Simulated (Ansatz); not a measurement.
```json
{"atom": "C", "x (Å)": "-0.5167", "y (Å)": "1.3530", "z (Å)": "-0.9869"}
{"atom": "Al", "x (Å)": "-0.2561", "y (Å)": "-0.4535", "z (Å)": "-0.3268"}
{"atom": "C", "x (Å)": "0.7401", "y (Å)": "-0.9291", "z (Å)": "1.2699"}
{"atom": "Cl", "x (Å)": "-1.1187", "y (Å)": "-2.0435", "z (Å)": "-1.4238"}
{"atom": "H", "x (Å)": "-1.1235", "y (Å)": "1.3899", "z (Å)": "-1.9032"}
{"atom": "H", "x (Å)": "-1.0110", "y (Å)": "1.9795", "z (Å)": "-0.2255"}
{"atom": "H", "x (Å)": "0.4530", "y (Å)": "1.8325", "z (Å)": "-1.2019"}
{"atom": "H", "x (Å)": "0.1005", "y (Å)": "-1.4705", "z (Å)": "1.9862"}
{"atom": "H", "x (Å)": "1.1580", "y (Å)": "-0.0512", "z (Å)": "1.7863"}
{"atom": "H", "x (Å)": "1.5744", "y (Å)": "-1.6070", "z (Å)": "1.0257"}
```

These are results of Ansatz, RKS CAM-B3LYP-D4/def2-SVP, not measurements.

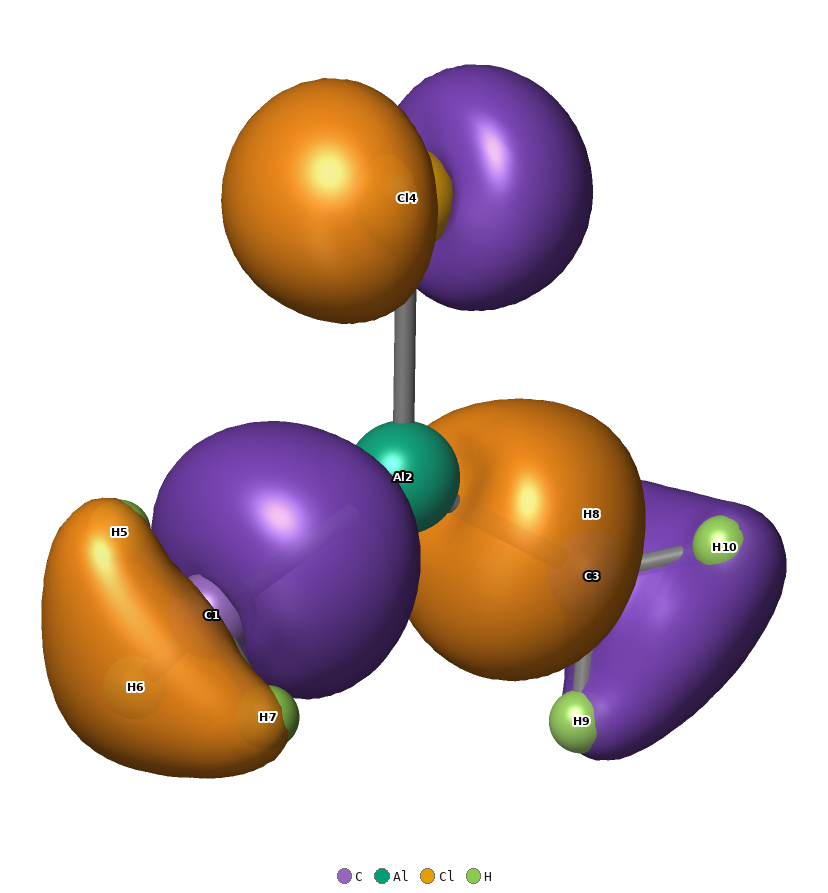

C2H6AlCl. The HOMO at ±0.1 Å⁻³ᐟ² (orange and purple are the two phases), seen at a tilt.

Q: Describe this orbital and give its energy.

A: Its weight (Hirshfeld) is mainly on C1 (about 25 %), C3 (about 25 %), Cl4 (about 25 %) and Al2 (about 15 %). Its energy is −9.16 eV.
